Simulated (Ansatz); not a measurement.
## Scan of one atom of the cell for ZrC (rock salt)

ZrC (rock salt)

```yaml
crystal:
  lattice:
    - [0.00000, 2.35572, 2.35572]
    - [2.35572, 0.00000, 2.35572]
    - [2.35572, 2.35572, 0.00000]
  atoms:
    - { symbol: Zr, position: [0.00000, 0.00000, 0.00000] }
    - { symbol: C, position: [0.50000, 0.50000, 0.50000] }
```

In each cell atom 1 (Zr, nearest neighbour C at 2.356 Å; its periodic images, 3.3 Å or more away, move with it) moves by s·(-1.000, 0.000, 0.000) (towards the nearest neighbour), the rest being held.

Level of theory: r2SCAN (plane waves to 500 eV, PAW, scalar-relativistic; Ansatz, an electronic-structure program). k mesh 14×14×14 (Γ-centred), Fermi-Dirac smearing 0.05 eV. Energies are smeared free energies. With partly filled bands, energies and forces of such displacements shift with the k mesh and the smearing. ZrC is run without spin polarisation. ZrC was relaxed with its symmetry unable to fall. ΔE is measured from the undisplaced structure.

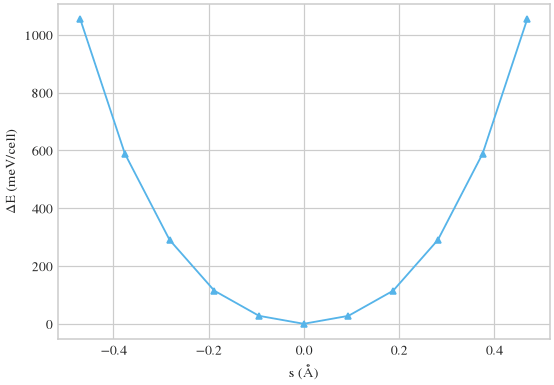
Fig. 1. ΔE (meV/cell) against s (Å); one marker a computed point.

The energy at s = 0.470 Å is 1055 meV/cell. The zone-centre optical wavenumber from k comes out as 387 cm⁻¹ and the force constant k = d²E/ds² at s = 0 (finite differences) is 5.84 eV/Å². Harmonic estimate at the end of the scan: ½ks² = 645 meV/cell against the computed 1055 meV/cell, so the well is stiffer than harmonic there. Symmetry of the curve: even: the same for both signs.

Reduced mass μ = 10.61 u; ν̃ = 521.5·√(k/μ) with k = 5.84 eV/Å².

(A displaced cell: forces are minus the slopes of the energy, force constants its curvatures, and phonons follow from these.)
